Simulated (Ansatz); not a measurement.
The starting structures come from a database of crystals and need not be the phases stable at ambient conditions.

 Where the default PAW files enter, the runs use the earlier of Ansatz's two default sets.

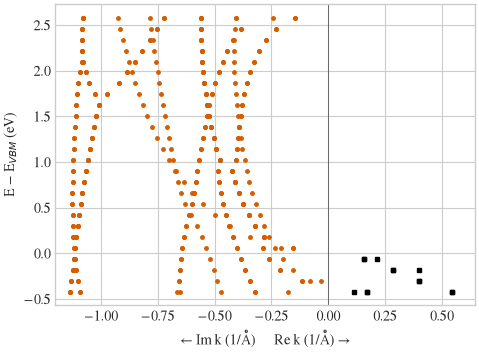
*Complex bands at the centre of the two-dimensional zone; r2SCAN (Ansatz, an electronic-structure program)*

The gap is the functional's own. No spin-orbit coupling. Mid-gap values are interpolated on the energy grid.

**Question.** This is Ba2CaMoO6 (Fm-3m, not sure to be the ambient phase, 10 atoms a cell, 15.4 Å³ an atom, -6 GPa at this level) along the normal of (111). Read off the slowest decay at the centre of the two-dimensional zone at 1.14 eV, the computed energy nearest the middle of the gap.

**Answer.** κ ≈ 0.38 1/Å, a decay length 1/(2κ) of the density of 1.3 Å.
